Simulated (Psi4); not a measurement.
**r2SCAN/cc-pVDZ (sweep point 1) run of P2H2 (phosphanylidenephosphane)**

What is the vertical ionisation energy of P2H2 (phosphanylidenephosphane) at r2SCAN/cc-pVDZ (sweep point 1)? 

The calculation is run with Psi4 1.11.

### 1 The structure to begin with

The species is P2H2 (4 atoms), meant as a singlet with charge 0. As SMILES, `[H]/P=P/[H]`. The shape is that of a GFN2-xTB optimisation.

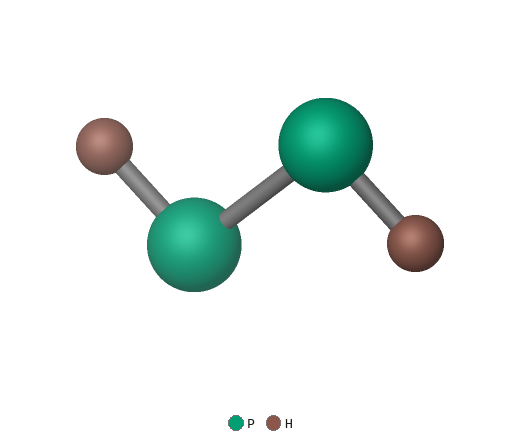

The structure, seen from a chosen angle (phosphorus teal, hydrogen brown).

### 2 The energy at r2SCAN/cc-pVDZ (sweep point 1)

The input, run.py:

```python
import psi4

psi4.set_memory('1600 MB')
psi4.set_num_threads(1)
psi4.set_output_file('psi4.out', False)

mol = psi4.geometry("""
P     -0.024370    -1.003630     0.088350
P      0.024420     1.003540    -0.088260
H      1.037260    -1.067570     1.003320
H     -1.037310     1.067660    -1.003410
units angstrom
symmetry c1
""")

psi4.set_options(dict(puream=True, scf_type='pk', dft_radial_points=99, dft_spherical_points=590))

e = psi4.energy("r2scan/cc-pVDZ", molecule=mol)
print('E =', round(e, 9))
```

Command:

```
$ python run.py
```

psi4.out:

```text
[...]
  Running in c1 symmetry.
[...]
  Nuclear repulsion =   76.759456495580409
[...]
  Multiplicity = 1
[...]
  Nalpha       = 16
  Nbeta        = 16
[...]
    Number of basis functions: 46
[...]
   @RKS iter   1:  -683.77816693779312   -1.75409e-01   5.44853e-03 DIIS/ADIIS
[...]
   @RKS iter   7:  -683.82433388868935   -8.24058e-07   3.85901e-07 DIIS
[...]
    Orbital Energies [Eh]
    ---------------------
    Doubly Occupied:
       1A    -76.790377     2A    -76.790364     3A     -6.490407
       4A     -6.490274     5A     -4.636075     6A     -4.635983
       7A     -4.634367     8A     -4.633865     9A     -4.631333
      10A     -4.630796    11A     -0.662530    12A     -0.517677
      13A     -0.337556    14A     -0.336623    15A     -0.262840
      16A     -0.236869
[...]
  @RKS Final Energy:  -683.82433388868935
   => Energetics <=
    Nuclear Repulsion Energy =             76.7594564955804088
    One-Electron Energy =               -1097.7751808811028695
    Two-Electron Energy =                 384.3346950196000194
    DFT Exchange-Correlation Energy =     -47.1433045227668330
    Empirical Dispersion Energy =           0.0000000000000000
    VV10 Nonlocal Energy =                  0.0000000000000000
    Total Energy =                       -683.8243338886893525
[...]
 Multipole Moments:
 ------------------------------------------------------------------------------------
     Multipole            Electronic (a.u.)      Nuclear  (a.u.)        Total (a.u.)
 ------------------------------------------------------------------------------------
 L = 1.  Multiply by 2.5417464519 to convert [e a0] to [Debye]
 Dipole X            :          0.0001344           -0.0000937            0.0000407
 Dipole Y            :         -0.0001920            0.0001686           -0.0000234
 Dipole Z            :          0.0002048           -0.0001686            0.0000361
 Magnitude           :                                                    0.0000592
[...]
```

The script printed:

```text
E = -683.824333889
```

Run time: 6.9 s. Hardware: 1 thread of Intel Xeon 6975P-C (Granite Rapids), shared host; peak memory 1 GiB.

### 3 The doublet cation, same level

The input, h2p2.py:

```python
import psi4

psi4.set_memory(1600000000)
psi4.set_num_threads(1)
psi4.set_output_file('h2p2.out', False)

geom = psi4.geometry("""
1 2
P     -0.024370    -1.003630     0.088350
P      0.024420     1.003540    -0.088260
H      1.037260    -1.067570     1.003320
H     -1.037310     1.067660    -1.003410
symmetry c1
""")

psi4.set_options({
    'basis': 'cc-pVDZ',
    'reference': 'uks',
    'puream': True,
    'scf_type': 'pk',
    'dft_radial_points': 99,
    'dft_spherical_points': 590,
    'maxiter': 150,
})

e, wfn = psi4.energy('r2scan', return_wfn=True)
print(f'r2scan energy: {e:.10f} Eh')
```

Command:

```
$ python h2p2.py
```

h2p2.out:

```text
[...]
  Running in c1 symmetry.
[...]
  Nuclear repulsion =   76.759456495580409
[...]
  Multiplicity = 2
[...]
  Nalpha       = 16
  Nbeta        = 15
[...]
    Number of basis functions: 46
[...]
   @UKS iter   1:  -683.45507023291145    1.47688e-01   3.31786e-03 DIIS/ADIIS
[...]
   @UKS iter   9:  -683.47131638599103   -5.65285e-09   1.62401e-07 DIIS
[...]
   @S^2 Observed:                7.591698808E-01
[...]
    Orbital Energies [Eh]
    ---------------------
    Alpha Occupied:
       1A    -77.083268     2A    -77.083253     3A     -6.780170
       4A     -6.780039     5A     -4.927892     6A     -4.927001
       7A     -4.924552     8A     -4.924460     9A     -4.921840
      10A     -4.921697    11A     -0.933118    12A     -0.787682
      13A     -0.613371    14A     -0.595242    15A     -0.527523
      16A     -0.514129
    Alpha Virtual:
      17A     -0.388051    18A     -0.241165    19A     -0.218252
      20A     -0.172881    21A      0.025515    22A      0.030568
      23A      0.052848    24A      0.070719    25A      0.104069
[...]
  @UKS Final Energy:  -683.47131638599103
   => Energetics <=
    Nuclear Repulsion Energy =             76.7594564955804088
    One-Electron Energy =               -1088.8592008003072351
    Two-Electron Energy =                 375.4622101985749509
    DFT Exchange-Correlation Energy =     -46.8337822798391414
    Empirical Dispersion Energy =           0.0000000000000000
    VV10 Nonlocal Energy =                  0.0000000000000000
    Total Energy =                       -683.4713163859910310
[...]
 Multipole Moments:
 ------------------------------------------------------------------------------------
     Multipole            Electronic (a.u.)      Nuclear  (a.u.)        Total (a.u.)
 ------------------------------------------------------------------------------------
 L = 1.  Multiply by 2.5417464519 to convert [e a0] to [Debye]
 Dipole X            :          0.0000769           -0.0000937           -0.0000168
 Dipole Y            :         -0.0000936            0.0001686            0.0000750
 Dipole Z            :          0.0000908           -0.0001686           -0.0000778
 Magnitude           :                                                    0.0001094
[...]
```

On the terminal:

```text
r2scan energy: -683.4713163860 Eh
```

It took 10 s on 1 thread of Intel Xeon 6975P-C (Granite Rapids), shared host; peak memory 1 GiB.

### 4 Results

Level: r2SCAN/cc-pVDZ (sweep point 1).

| quantity | value |
| --- | --- |
| singlet P2H2: total energy | -683.82433 Eh |
| singlet P2H2: dipole moment | 0.00 D |
| singlet P2H2: HOMO energy | -6.45 eV |
| singlet P2H2: LUMO energy | -3.57 eV |
| singlet P2H2: HOMO–LUMO gap | 2.87 eV |
| doublet cation: total energy | -683.47132 Eh |
| doublet cation: HOMO energy (highest over α and β) | -13.85 eV |
| doublet cation: LUMO energy (lowest over α and β) | -12.66 eV |
| doublet cation: ⟨S²⟩ | 0.759 |
| vertical ionisation energy (to the doublet cation) | 9.606 eV |

**Reading.** Removing an electron at fixed nuclei costs 9.61 eV (222 kcal/mol). −ε(HOMO) before ionisation, 6.45 eV, is 3.16 eV below this ionisation energy.
